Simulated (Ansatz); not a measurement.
SrFeO4

```cif
data_structure
_symmetry_space_group_name_H-M 'P 1'
_symmetry_Int_Tables_number 1
_cell_length_a 3.5899
_cell_length_b 3.5899
_cell_length_c 6.0778
_cell_angle_alpha 90.000
_cell_angle_beta 90.000
_cell_angle_gamma 120.000
_cell_volume 67.83
loop_
_atom_site_label
_atom_site_type_symbol
_atom_site_fract_x
_atom_site_fract_y
_atom_site_fract_z
_atom_site_occupancy
Sr1 Sr 0.00000 0.00000 0.00000 1
Fe1 Fe 0.00000 0.00000 0.50000 1
O1 O 0.33333 0.66667 0.28326 1
O2 O 0.33333 0.66667 0.71674 1
O3 O 0.66667 0.33333 0.71674 1
O4 O 0.66667 0.33333 0.28326 1
```

Space group P6/mmm; a structure generated by program, which may or may not match a known phase; spin-polarised.

Theory: DFT PBE, scalar-relativistic, plane waves, PAW in Ansatz 0.2.0.

### What can the converged valence pseudo-density, electron localisation function and spin density tell about the bonding?

Fe–O (2.46 Å): ρ at the midpoint is about 0.22 e/Å³; the ELF is about 0.15 at the midpoint; no shared electron pair shows on this line.
Sr–O (2.69 Å): ρ is about 0.17 e/Å³ halfway; the ELF is about 0.05 at the midpoint; no localised pair shows between them.
The spin density sits on Fe: +3.7 μB in one cell of 6 atoms, with smaller moments on O (up to +0.09 μB): parallel main moments, as they must be, since the calculation's own cell holds one magnetic site. The cell of the calculation (6 atoms) carries 4.1 μB of net spin moment.

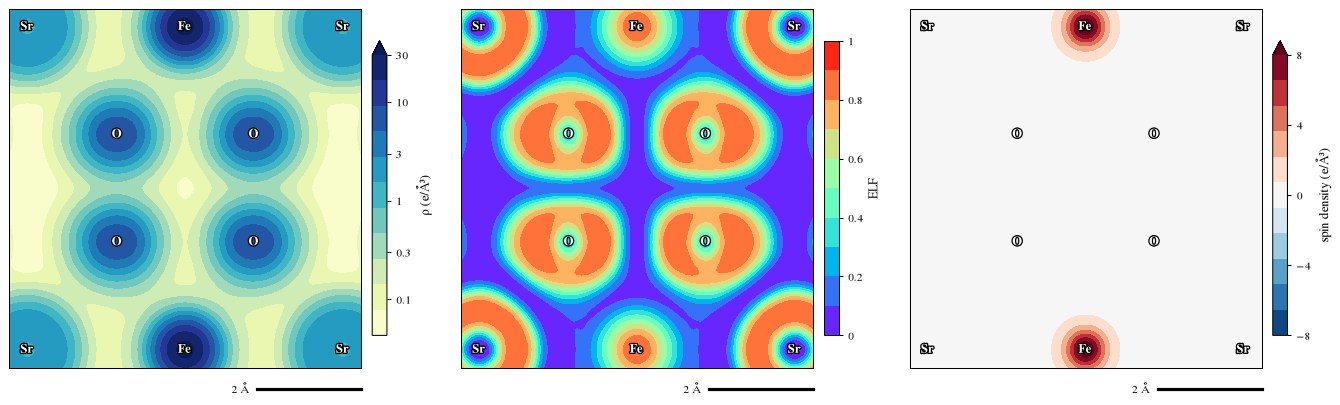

Computed valence pseudo-density, electron localisation function and spin density on the (110) plane of the conventional cell, in this order. 

Core electrons are frozen (PAW), and the valence fields are smoothed inside the atomic spheres.
